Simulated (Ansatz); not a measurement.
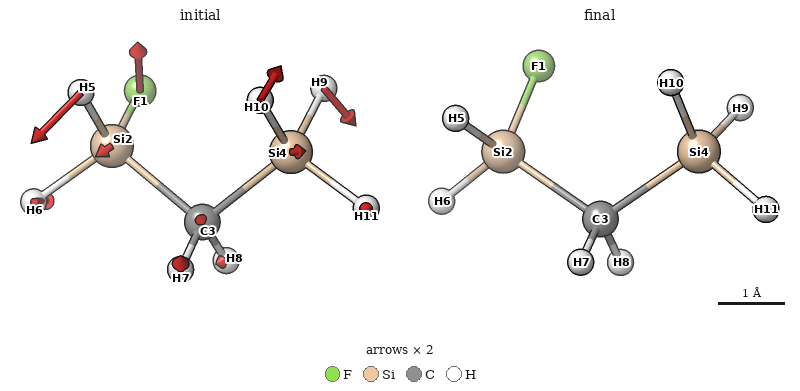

The structure of CH7FSi2 (coarse preliminary run) before (left) and after (right) a relaxation, at one scale. The red arrows give the displacements, 2 times their true length.

The picture is a ball-and-stick view, seen at a tilt.

The start comes from a force field.

The calculation used RKS PBE-D4/def2-SVP in Ansatz.

Input
```yaml
crystal:
  periodic: [false, false, false]
  atoms:
    - {symbol: F, position_ang: [-1.687300, 1.533600, 0.429400]}
    - {symbol: Si, position_ang: [-0.158000, 1.435600, 0.456100]}
    - {symbol: C, position_ang: [0.341500, -0.343200, 0.692100]}
    - {symbol: Si, position_ang: [-0.109100, -1.214500, -0.885700]}
    - {symbol: H, position_ang: [0.487700, 2.060300, -0.724900]}
    - {symbol: H, position_ang: [0.374800, 2.214300, 1.644400]}
    - {symbol: H, position_ang: [1.432600, -0.430400, 0.866200]}
    - {symbol: H, position_ang: [-0.137100, -0.812700, 1.542300]}
    - {symbol: H, position_ang: [-1.613700, -1.146200, -1.116400]}
    - {symbol: H, position_ang: [0.578600, -0.609000, -2.071600]}
    - {symbol: H, position_ang: [0.315300, -2.660900, -0.823700]}
basis:
  gaussian: {orbitals: def2-SVP}
hamiltonian: {xc: pbe, dispersion: d4}
relax: {f_tol: 0.03, max_steps: 200}
```

> What changed between the two?

Over 13 accepted moves (14 points after the start) the energy falls by 38.1 kJ/mol. Largest force component: 4.8 eV/Å at the start, 0.028 eV/Å at the end. The line search rejected the trial step at point 4 of the run. The forces were under the threshold at step 5, but the run went on from there. The largest move after the best rigid fit is that of H5, 0.56 Å. By element the largest moves are H 0.56 Å, F 0.56 Å, Si 0.16 Å, C 0.10 Å. Among the contacts that change: F1–Si2 1.533 → 1.647 Å, C3–Si4 1.858 → 1.901 Å, C3–H8 1.083 → 1.111 Å, Si2–H5 1.484 → 1.502 Å. Bond angles that change, for instance: Si2–C3–Si4 106.0° → 113.9°, H5–Si2–H6 104.7° → 110.4°, F1–Si2–H5 113.2° → 107.7°. Groups turn about Si2–C3 by about 25°.
